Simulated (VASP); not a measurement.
Band structure of SrTe (rock salt). These are r2SCAN meta-GGA, VASP's PBE PAW potentials (set 64) (plane waves; VASP) values and carry that method's errors.

Unless said otherwise, spin-orbit coupling is left out, though it shifts the bands of the heavy elements here.

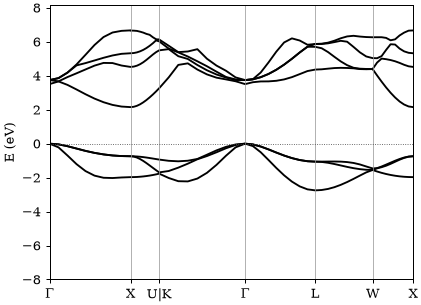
Fig. 1. Bands along high-symmetry lines, zero at the valence-band maximum or, without a gap, the Fermi level

Read the plot: is there a gap, and where are the band edges?

The gap is indirect, 2.15 eV, from the valence maximum at Γ to the conduction minimum at X.

The compound is SrTe in the rock salt structure. It was relaxed first.
